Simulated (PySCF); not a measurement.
C4H8FNSi2 (SMILES C#C/C=C/N([SiH3])[SiH2]F)

```xyz
16

C     3.9930   -0.0739    0.1297
C     2.8228    0.1981    0.0901
C     1.4613    0.5469    0.0450
C     0.4940   -0.3766    0.0209
N    -0.8680   -0.1428   -0.0213
Si   -1.4658    1.5145   -0.0419
Si   -1.8599   -1.5678   -0.0726
F    -3.3894   -1.0897   -0.0440
H     5.0125   -0.3169    0.1643
H     1.2396    1.6048    0.0313
H     0.7732   -1.4234    0.0356
H    -0.9976    2.1646    1.1853
H    -0.9293    2.1645   -1.2414
H    -2.9162    1.4384   -0.0888
H    -1.6818   -2.3620    1.1330
H    -1.6959   -2.2698   -1.3366
```

Geometry: GFN2-xTB.

All numbers below come from CAM-B3LYP/def2-SVPD, SCF density, gas phase in PySCF 2.14.0.

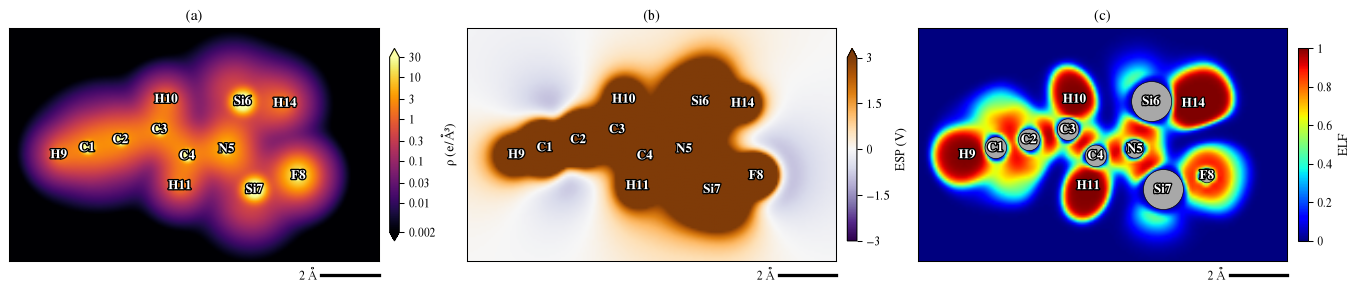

Figure 1. (a) electron density; (b) electrostatic potential; (c) ELF on the plane of atoms C2, C3 and C4. Grey discs cover the atomic cores in the ELF map.

**What do the fields say about this system?**

Atoms in the plane: C, N, Si, F and H. C–C (1.20 Å): ρ is about 2.7 e/Å³ halfway; the ELF peaks at about 0.80 between the atoms (a multiple bond). C–N (1.38 Å): ρ at the midpoint is about 2.2 e/Å³; the ELF peaks at about 0.90 between the atoms; localised, covalent bonding. Si–F (1.60 Å): the density is about 1.1 e/Å³ at the midpoint; the ELF peaks at about 0.85 in the valence shell of F, 0.6 Å from its nucleus, and is about 0.45 at the midpoint. Si–N (1.74 Å): ρ is about 1.1 e/Å³ halfway; the ELF peaks at about 0.90 between the atoms; a shared but strongly polarised pair. C–H (1.05 Å): the density is about 2.1 e/Å³ at the midpoint; the ELF climbs to about 1 towards the hydrogen, as it does in any bond to H (an ordinary covalent bond to hydrogen). The ELF also peaks beside F8, away from the bonds: lone-pair regions. Outside the dense part of the molecule the potential is most negative (−0.9 V) near C1.

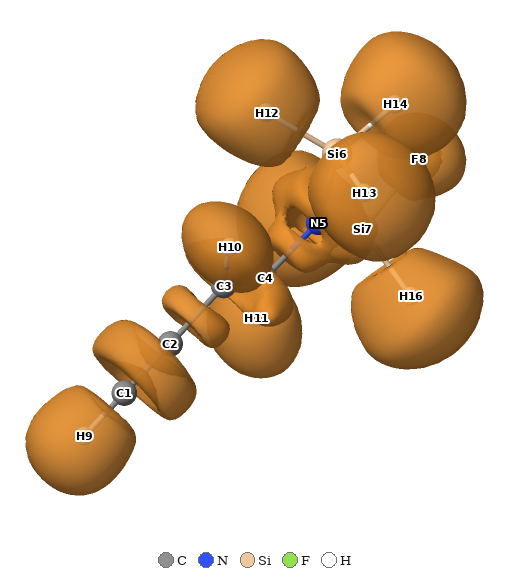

Figure 2. Isosurface of the ELF at 0.75 (orange), seen at an oblique angle. Core shells and regions of very low density are left out.

**Identify the bonds, lone pairs and shells in this picture.**

The ELF exceeds this value in three regions between bonded C–C atoms (shared pairs), eight regions around hydrogen nuclei, one region on N in which the atom's valence shell and bonds are merged and one region wrapped around F (its lone pairs, merged into a ring or cap).

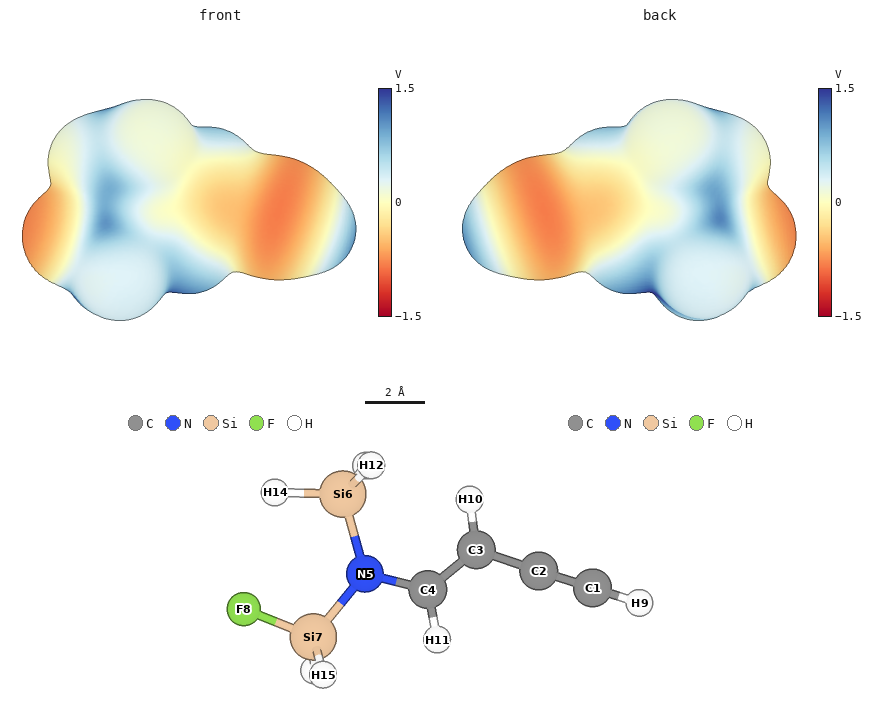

Figure 3. The electrostatic potential painted on the density surface at 0.001 e/bohr³, seen from the front and from behind; the colour scale runs from red (negative) to blue (positive). The bare structure is drawn below in the same view.

**Describe the electrostatic potential map.**

The most negative region (about −0.8 V) lies over C1 and C2, the most positive (about +1.3 V) over Si7 and H11.
